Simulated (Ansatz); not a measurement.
## Computed map of one atom of the cell: HfO2 (tetragonal-ZrO2 type, space group P4_2/nmc)

Relaxed HfO$_{2}$ (tetragonal-ZrO2 type, space group P4_2/nmc):

```
CELL_PARAMETERS angstrom
      3.60482     0.00000     0.00000
      0.00000     3.60482     0.00000
      0.00000     0.00000     5.26502
ATOMIC_POSITIONS crystal
  Hf 0.00000 0.00000 0.00000
  Hf 0.50000 0.50000 0.50000
  O  0.00000 0.50000 0.19324
  O  0.00000 0.50000 0.69324
  O  0.50000 0.00000 0.30676
  O  0.50000 0.00000 0.80676
```

In this cell atom 6 (O, nearest neighbour Hf at 2.070 Å; its periodic images, 3.6 Å or more away, move with it) is moved by u·(0.707, 0.707, 0.000) + v·(0.000, 0.000, 1.000); the rest is frozen.

All values below come from PBE (plane waves to 420 eV, PAW, scalar-relativistic; Ansatz, an electronic-structure program). k mesh 7×7×5 (Γ-centred), Fermi-Dirac smearing 0.05 eV. E stands for the smeared free energy. Points where atoms come too close for the PAW data are left out (x in tables, blank in figures). HfO2 is run without spin polarisation. HfO2 was relaxed with its symmetry unable to fall. Spin-orbit coupling is left out, though Hf is heavy. The PAW data are Ansatz's earlier set. This is a high-temperature form of HfO2. ΔE is measured from the undisplaced structure. Axes are in Å.

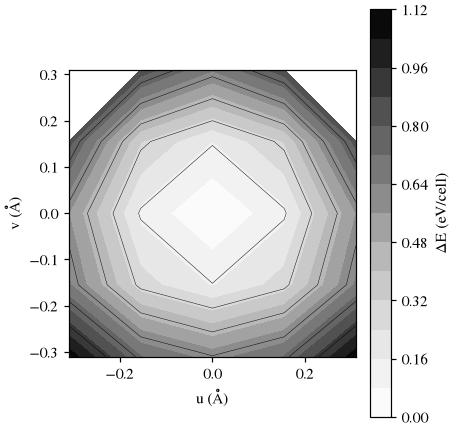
Fig. 1. ΔE (eV/cell) over the 5×5 grid of computed points.

Lowest place on the grid: u = 0.000 Å, v = 0.000 Å (0 meV/cell).

(For displaced atoms, the force is minus the slope of the energy, and its curvature is a force constant, which sets phonon frequencies.)
